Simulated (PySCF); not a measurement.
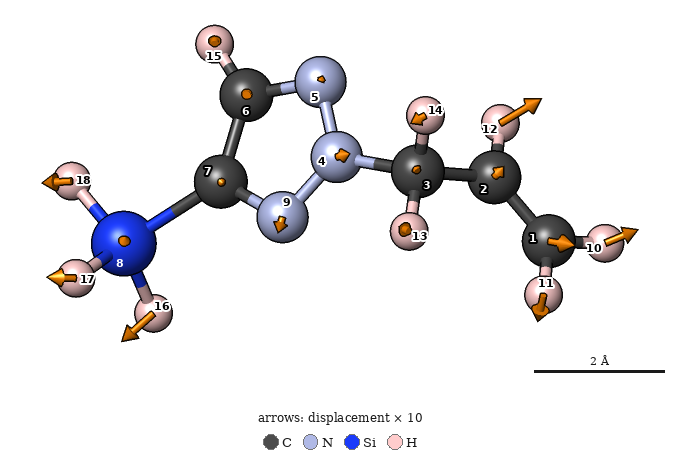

A relaxation of C5H9N3Si. The starting structure is drawn; orange arrows show the displacements, magnified 10 times. The two geometries are superimposed by the best rigid fit.

The picture is a ball-and-stick view, seen at a tilt.

The start comes from GFN2-xTB. Its atoms were then displaced at random by about 0.01 Å.

Level of theory: PySCF, PBE0-D3(BJ)/def2-SVP geometry optimisation, gas phase. 

Which element moves most?

Answer. Hydrogen: up to 0.079 Å, against 0.049 Å for carbon.

Describe the change and its energy.

Answer. The energy falls by 4.69 kcal/mol in 5 geometry steps. The largest move after the best rigid fit is that of H12, 0.079 Å. By element the largest moves are H 0.079 Å, C 0.049 Å, N 0.028 Å, Si 0.020 Å. Among the contacts that change: N4–N9 1.268 → 1.312 Å, Si8–H16 1.451 → 1.493 Å, C1–C2 1.296 → 1.332 Å, C3–N4 1.486 → 1.451 Å. Bond angles that change, for instance: C7–Si8–H16 108.6° → 110.9°, C7–Si8–H18 105.6° → 107.8°, H10–C1–H11 114.9° → 117.1°. The run took 99 s on 1 thread of Arm Neoverse V2, on a shared host.
